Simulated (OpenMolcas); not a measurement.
**Single-point calculation, with input and output: CF$_{4}$**

The run: single-point calculation of CF$_{4}$. Method and program: FNO-MP2/pcseg-1, RHF (OpenMolcas 26.06).

The geometry comes from this level: PBE0-D4/def2-TZVP.

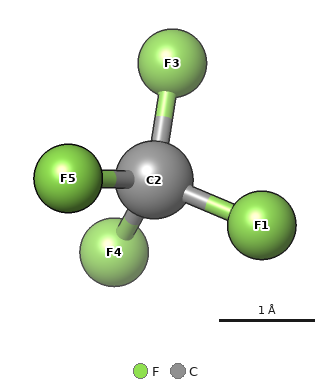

**Figure 1.** The input geometry (ball-and-stick view, seen at a tilt; atoms are numbered from 1 in the order of the input).

## Input
```
* CF4 FNO-MP2

&GATEWAY
  BasLib=$CurrDir
  Coord
  5
  angstrom
  F       -0.850100       0.025300       0.989500
  C        0.010000      -0.014700      -0.008300
  F        1.157500      -0.501300       0.420100
  F       -0.464000      -0.786000      -0.966200
  F        0.196600       1.203000      -0.476700
  Basis=pcseg-1
  Group=NoSym
  RICD

&SEWARD

&SCF
  PrOrbitals=1 1

&MBPT2
  FNOMP2=0.5
  DoMP2
  Frozen=5
```

Hardware: 1 thread of Intel Xeon (Granite Rapids), 64 GiB of memory available, shared host.

Launch command:
```bash
export MOLCAS_MEM=1860
pymolcas job.inp > job.log
```

## The program's output
```
--- Start Module: gateway ---

                                              &GATEWAY

                       available to each process: 1.9 GB of memory, 1 thread

 Basis Set     1 Label: F.PCSEG-1
 Basis set is read from library:.
 basistype.tbl is not found

 Basis Set     2 Label: C.PCSEG-1
 Basis set is read from library:.
 basistype.tbl is not found

 Basis Set     3 Label: F.PCSEG-1
 Basis set is read from library:.
 basistype.tbl is not found

++    Symmetry information:
      ---------------------

                    Character Table for C1

                             E
                    a        1  x, y, xy, Rz, z, xz, Ry, yz, Rx, I
--

++    Basis set information:
      ----------------------

      Basis set label: F.PCSEG-1.........

      Electronic valence basis set:
      ------------------
      Associated Effective Charge   9.000000 au
      Associated Actual Charge      9.000000 au
      Nuclear Model: Point charge

      Shell  nPrim  nBasis  Cartesian Spherical Contaminant
         s       8       3        X
         p       4       2        X
         d       1       1                 X

      Basis set label: C.PCSEG-1.........

      Electronic valence basis set:
      ------------------
      Associated Effective Charge   6.000000 au
      Associated Actual Charge      6.000000 au
      Nuclear Model: Point charge

      Shell  nPrim  nBasis  Cartesian Spherical Contaminant
         s       8       3        X
         p       4       2        X
         d       1       1                 X

      Basis set label: F.PCSEG-1.........

      Electronic valence basis set:
      ------------------
      Associated Effective Charge   9.000000 au
      Associated Actual Charge      9.000000 au
      Nuclear Model: Point charge

      Shell  nPrim  nBasis  Cartesian Spherical Contaminant
         s       8       3        X
         p       4       2        X
         d       1       1                 X
--

++    Molecular structure info:
      -------------------------

                    ************************************************
                    **** Cartesian Coordinates / bohr, angstrom ****
                    ************************************************

     Center  Label                x              y              z                     x              y              z
        1      F1              -1.606456       0.047810       1.869884             -0.850100       0.025300       0.989500
        2      C2               0.018897      -0.027779      -0.015685              0.010000      -0.014700      -0.008300
        3      F3               2.187358      -0.947320       0.793874              1.157500      -0.501300       0.420100
        4      F4              -0.876833      -1.485325      -1.825853             -0.464000      -0.786000      -0.966200
        5      F5               0.371520       2.273341      -0.900832              0.196600       1.203000      -0.476700

                    ***************************************
                    *    InterNuclear Distances / bohr    *
                    ***************************************

               1 F1            2 C2            3 F3            4 F4            5 F5
    1 F1       0.000000
    2 C2       2.490554        0.000000
    3 F3       4.067076        2.490615        0.000000
    4 F4       4.067103        2.490679        4.067147        0.000000
    5 F5       4.067216        2.490578        4.067180        4.067138        0.000000

                    *******************************************
                    *    InterNuclear Distances / angstrom    *
                    *******************************************

               1 F1            2 C2            3 F3            4 F4            5 F5
    1 F1       0.000000
    2 C2       1.317944        0.000000
    3 F3       2.152204        1.317977        0.000000
    4 F4       2.152218        1.318011        2.152242        0.000000
    5 F5       2.152278        1.317957        2.152259        2.152237        0.000000

                    **************************************
                    *    Valence Bond Angles / degree    *
                    **************************************
                          Atom centers                 Phi
                      1 F1       2 C2       3 F3       109.47
                      1 F1       2 C2       4 F4       109.47
                      1 F1       2 C2       5 F5       109.48
                      3 F3       2 C2       4 F4       109.47
                      3 F3       2 C2       5 F5       109.47
                      4 F4       2 C2       5 F5       109.47
--

            Nuclear Potential Energy            206.22005516 au

--- Stop Module: gateway /rc=_RC_ALL_IS_WELL_ ---

--- Start Module: seward ---

                                              &SEWARD

                       available to each process: 1.9 GB of memory, 1 thread

               SEWARD will generate:
                  Multipole Moment integrals up to order  2
                  Kinetic Energy integrals
                  Nuclear Attraction integrals (point charge)
                  One-Electron Hamiltonian integrals
                  Velocity integrals
                  Orbital angular momentum around (  0.0189  -0.0279  -0.0157 )
                  Velocity quadrupole around (  0.0189  -0.0279  -0.0157 )
                  RI decomposed two-electron repulsion integrals stored Cholesky style
                   - acCD auxiliary basis
                   - CD Threshold:   1.00E-04

                   Integrals are discarded if absolute value <: 1.00E-14
                   Integral cutoff threshold is set to       <: 1.00E-16

            Nuclear Potential Energy            206.22005516 au

      Basis set specifications :
      Symmetry species         a
      Basis functions           70

--- Stop Module: seward /rc=_RC_ALL_IS_WELL_ ---

--- Start Module: scf ---

                                                &SCF

                       available to each process: 1.9 GB of memory, 1 thread

++    Input section:
      --------------

      Header of the integral files:

      Cartesian coordinates in angstrom:
      -----------------------------------------------------
      No.  Label        X            Y            Z
      -----------------------------------------------------
       1   F1        -0.85010000   0.02530000   0.98950000
       2   C2         0.01000000  -0.01470000  -0.00830000
       3   F3         1.15750000  -0.50130000   0.42010000
       4   F4        -0.46400000  -0.78600000  -0.96620000
       5   F5         0.19660000   1.20300000  -0.47670000
      -----------------------------------------------------
      Nuclear repulsion energy =  206.22005516
--

++    Orbital specifications:
      -----------------------

      Symmetry species               1
                                     a
      Frozen orbitals                0
      Occupied orbitals             21
      Secondary orbitals            49
      Deleted orbitals               0
      Total number of orbitals      70
      Number of basis functions     70
--

      Molecular charge                           0.000

++    Optimization specifications:
      ----------------------------

      SCF Algorithm: LK-RI/DF
      LK screening threshold:                     4.50E-02
      Local-Exchange (LK) algorithm.
       - the density matrix is decomposed
      The actual AO density is used
      Number of density matrices in core                 5
      Maximum number of NDDO SCF iterations            400
      Maximum number of HF SCF iterations              400
      Threshold for SCF energy change             1.00E-09
      Threshold for density matrix                1.00E-04
      Threshold for Fock matrix                   1.50E-04
      Threshold for linear dependence             1.00E-09
      Threshold at which DIIS is turned on        1.50E-01
      Maximum depth in the DIIS procedure                5
      Maximum depth in the BFGS Hessian update          30
      Threshold at which QNR/C2DIIS is turned on  7.50E-02
      Threshold for Norm(delta) (QNR/C2DIIS)      1.00E-03
      All orbitals punched on: SCFORB
--

      Input vectors read from INPORB
      Orbital file label: *Guess orbitals

++ Convergence information
                                   SCF        iterations: Energy and convergence statistics

Iter     Tot. SCF        One-elec.       Two-elec.     Energy      Max Dij or  Max Fij      DNorm      TNorm      AccCon     Time
         Energy          Energy          Energy        Change      Delta Norm                                                in Sec.
   1  -434.802241593 -1014.090111525   373.067814769   0.00E+00    3.53E-01*   1.96E-01*    8.06E+00   1.55E+02   None         0.
   2  -435.343668520 -1015.950310914   374.386587230  -5.41E-01*   1.84E-01*   1.64E-01*    8.12E+00   1.57E+02   EDIIS        0.
   3  -435.459028923 -1017.395579806   375.716495719  -1.15E-01*   7.10E-02*   7.79E-02*    8.07E+00   1.56E+02   EDIIS        0.
   4  -435.501680773 -1015.757800872   374.036064935  -4.27E-02*   6.51E-03*   1.80E-02*    8.09E+00   1.56E+02   c2DIIS       0.
   5  -435.512123561 -1016.460914407   374.728735682  -1.04E-02*   3.47E-03*   1.68E-03*    8.09E+00   1.56E+02   QNRc2DIIS    0.
   6  -435.512165723 -1016.398017361   374.665796475  -4.22E-05*   1.90E-03*   5.70E-04*    8.09E+00   1.56E+02   QNRc2DIIS    0.
   7  -435.512172246 -1016.420039090   374.687811681  -6.52E-06*   2.79E-04    1.50E-04     8.09E+00   1.56E+02   QNRc2DIIS    0.
   8  -435.512172460 -1016.420484420   374.688256796  -2.15E-07*   7.25E-05    5.29E-05     8.09E+00   1.56E+02   QNRc2DIIS    0.
   9  -435.512172490 -1016.419841552   374.687613899  -2.93E-08*   1.81E-05    6.46E-06     8.09E+00   1.56E+02   QNRc2DIIS    0.
  10  -435.512172491 -1016.419986179   374.687758525  -8.25E-10    8.69E-07    4.85E-07     8.09E+00   1.56E+02   QNRc2DIIS    0.

       Convergence after  10 Iterations
--

 *****************************************************************************************************************************
 *                                             SCF/KS-DFT Program, Final results                                             *
 *                                                       Final Results                                                       *
 *****************************************************************************************************************************

::    Total SCF energy                               -435.5121724906
      One-electron energy                           -1016.4199861788
      Two-electron energy                             374.6877585246
      Nuclear repulsion energy                        206.2200551637
      Kinetic energy (interpolated)                   436.4525868932
      Virial theorem                                    0.9978453229
      Total spin, S(S+1)                                0.0000000000
      Total spin, S                                     0.0000000000
      Max non-diagonal density matrix element           0.0000006532
      Max non-diagonal Fock matrix element              0.0000001379

      All orbitals with orbital energies smaller than  E(LUMO)+0.5 are printed

++    Molecular orbitals:
      -------------------

      Title: SCF orbitals

      Molecular orbitals for symmetry species 1: a

          Orbital            1         2         3         4         5         6         7         8         9        10
          Energy          -26.3614  -26.3614  -26.3613  -26.3613  -11.6177   -1.8259   -1.6985   -1.6985   -1.6984   -1.0263
          Occ. No.          2.0000    2.0000    2.0000    2.0000    2.0000    2.0000    2.0000    2.0000    2.0000    2.0000

          Orbital           11        12        13        14        15        16        17        18        19        20
          Energy           -0.9046   -0.9046   -0.9046   -0.7762   -0.7762   -0.7223   -0.7223   -0.7222   -0.6928   -0.6928
          Occ. No.          2.0000    2.0000    2.0000    2.0000    2.0000    2.0000    2.0000    2.0000    2.0000    2.0000

          Orbital           21        22        23        24        25        26        27        28        29
          Energy           -0.6928    0.3592    0.3745    0.3745    0.3746    0.5732    0.5732    0.5732    0.5903
          Occ. No.          2.0000    0.0000    0.0000    0.0000    0.0000    0.0000    0.0000    0.0000    0.0000

--

++    Molecular charges:
      ------------------

      Mulliken charges per centre and basis function type
      ---------------------------------------------------

                F1      C2      F3      F4      F5
      1s       3.9363  2.6456  3.9363  3.9363  3.9363
      2px      1.7511  0.5820  1.5948  1.8906  1.9420
      2pz      1.6818  0.5820  1.9017  1.7030  1.8920
      2py      1.9510  0.5820  1.8873  1.7903  1.5499
      3d2+     0.0018  0.0589  0.0038  0.0013  0.0052
      3d1+     0.0067  0.0638  0.0034  0.0027  0.0004
      3d0      0.0029  0.0455  0.0018  0.0026  0.0017
      3d1-     0.0013  0.0572  0.0009  0.0053  0.0042
      3d2-     0.0011  0.0471  0.0040  0.0020  0.0024
      Total    9.3340  4.6641  9.3340  9.3340  9.3340

      N-E     -0.3340  1.3359 -0.3340 -0.3340 -0.3340

      Total electronic charge=   42.000000

      Total            charge=   -0.000000
--

++    Molecular properties:
      ---------------------

      Charge (e):
                      =   -0.0000
      Dipole Moment (debye):
      Origin of the operator (angstrom)=    0.0100   -0.0147   -0.0083
                   X= -1.7835E-05               Y=  4.8536E-04               Z=  3.0905E-04           Total=  5.7568E-04
      Quadrupole Moment (debye*angstrom):
      Origin of the operator (angstrom)=    0.0100   -0.0147   -0.0083
                  XX= -2.6224E+01              XY= -6.7026E-05              XZ= -2.1100E-04              YY= -2.6224E+01
                  YZ= -9.3011E-05              ZZ= -2.6224E+01
      In traceless form (debye*angstrom)
                  XX=  6.1151E-05              XY= -1.0054E-04              XZ= -3.1651E-04              YY=  5.5827E-05
                  YZ= -1.3952E-04              ZZ= -1.1698E-04
--

--- Stop Module: scf /rc=_RC_ALL_IS_WELL_ ---

--- Start Module: mbpt2 ---

                                               &MBPT2

                       available to each process: 1.9 GB of memory, 1 thread

WARNING!
Default frozen orbitals as non valence orbitals is overwritten by user input.
Default values:   5

      Cartesian coordinates in angstrom:
      -----------------------------------------------------
      No.  Label        X            Y            Z
      -----------------------------------------------------
       1   F1        -0.85010000   0.02530000   0.98950000
       2   C2         0.01000000  -0.01470000  -0.00830000
       3   F3         1.15750000  -0.50130000   0.42010000
       4   F4        -0.46400000  -0.78600000  -0.96620000
       5   F5         0.19660000   1.20300000  -0.47670000
      -----------------------------------------------------
      Nuclear repulsion energy =  206.22005516

      Contents of RUNFILE file:
      -------------------------

      Symmetry species                           1
                                                 a
      Number of basis functions                 70
      Frozen occupied orbitals                   5
      Active occupied orbitals                  16
      Active external orbitals                  49
      Deleted external orbitals                  0

      Reference numbers of frozen occupied orbitals according to the original input sequence
      symmetry species 1                        1  2  3  4  5

      Energies of the active occupied orbitals

      symmetry species 1                    -1.825855     -1.698476     -1.698455     -1.698430     -1.026294
                                            -0.904646     -0.904638     -0.904631     -0.776247     -0.776242
                                            -0.722265     -0.722256     -0.722244     -0.692837     -0.692826
                                            -0.692821

      Energies of the active external orbitals

      symmetry species 1                     0.359161      0.374514      0.374534      0.374562      0.573170
                                             0.573192      0.573210      0.590303      1.167317      1.167321
                                             1.205184      1.205196      1.205224      1.258643      1.444791
                                             1.444799      1.444804      1.561084      1.561101      1.561116
                                             1.669579      1.669584      2.171756      2.171767      2.171798
                                             2.297124      2.297162      2.297182      2.673604      2.690186
                                             2.690191      2.690198      2.712659      2.712663      2.754994
                                             2.755015      2.755020      2.783111      2.783137      2.783154
                                             3.176544      3.176597      3.176624      3.553464      3.553481
                                             3.556209      3.729878      3.729900      3.729910

      ********************************************************************************************************
      *                                               Results                                                *
      ********************************************************************************************************

-------------------------------------------------------
 Start FNO-MP2 section
-------------------------------------------------------

 NOs specified:  50% of the total virtual space
 ------------------------------------------------------
    Symm.     Trace     (Full Dmat)     (Partial Dmat)
 ------------------------------------------------------
       1               0.202453E-01      0.176710E-01
 ------------------------------------------------------
   Sum :               0.202453E-01      0.176710E-01
 ------------------------------------------------------

 Secondary orbitals after selection:  24
 Deleted orbitals after selection:    25

 Energies of the active virtual orbitals

 symmetry species 1                          0.526234      0.529657      0.533209      0.542121      1.095551
                                             1.105594      1.112446      1.172496      1.173143      1.365888
                                             1.446172      1.446269      1.446874      1.451814      1.461894
                                             1.493250      1.587695      1.953517      2.004215      2.098395
                                             2.136155      2.171771      2.395276      2.617980

-------------------------------------------------------
 End FNO-MP2 section
-------------------------------------------------------

       SCF energy                           =     -435.5121724906 a.u.
       Second-order correlation energy      =       -0.6139495999 a.u.
       ( Opposite-Spin contribution         =       -0.4269149745 )
       ( Same-Spin contribution             =       -0.1657515274 )
       ( Truncation error estimate          =       -0.0212830979 )

       Total energy                         =     -436.1261220904 a.u.

       Reference weight ( Cref**2 )         =        0.86827

::    Total MBPT2 energy                             -436.1261220904

       Zeroth-order energy (E0)             =      -60.8244139660 a.u.

       Shanks-type energy S1(E)             =     -436.1271297368 a.u.

--- Stop Module: mbpt2 /rc=_RC_ALL_IS_WELL_ ---

.##################.
.# Happy landing! #.
.##################.

    Timing: Wall=1.30 User=1.13 System=0.16
```

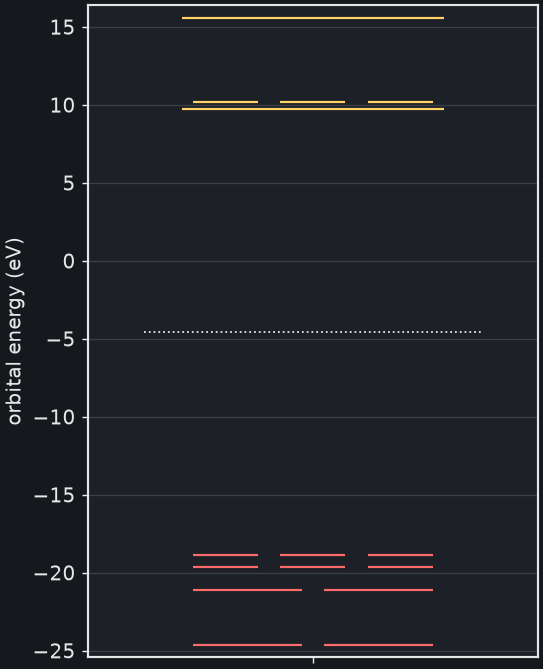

**Figure 2.** Orbital energies near the frontier (SCF reference); the dotted line parts filled from empty levels, and levels within 0.02 eV of each other stand side by side. Highest filled −18.85 eV, lowest empty 9.77 eV, 28.62 eV apart.

## Key numbers

- outcome: converged
- total energy: −436.126122 hartree
- SCF energy: −435.512172 hartree
- correlation energy: −0.613950 hartree
- basis functions: 70
- HOMO of the SCF reference: −18.85 eV
- LUMO of the SCF reference: 9.77 eV
- wall time: 1.5 s
- peak memory: 0.09 GiB
